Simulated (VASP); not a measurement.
Band structure of TiSe2 (1T layered). These are rev-vdW-DF2, VASP's PBE PAW potentials (set 64) (plane waves; VASP 6.6.1) values and carry that method's errors.

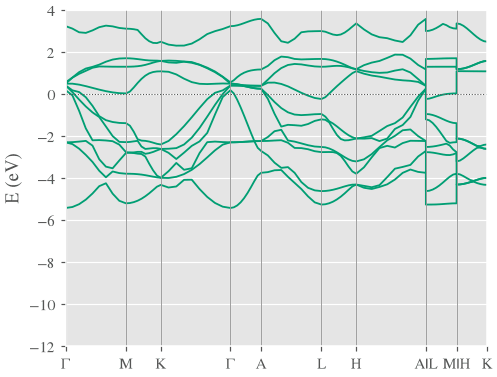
Bands along high-symmetry lines, zero at the valence-band maximum or, without a gap, the Fermi level

Problem. Read the plot: is there a gap, and where are the band edges?

Solution. It has no gap at this level: it comes out as a metal or semimetal. (Edges off the drawn lines would not show.)

The compound is TiSe2 in the 1T layered structure. It was relaxed first.
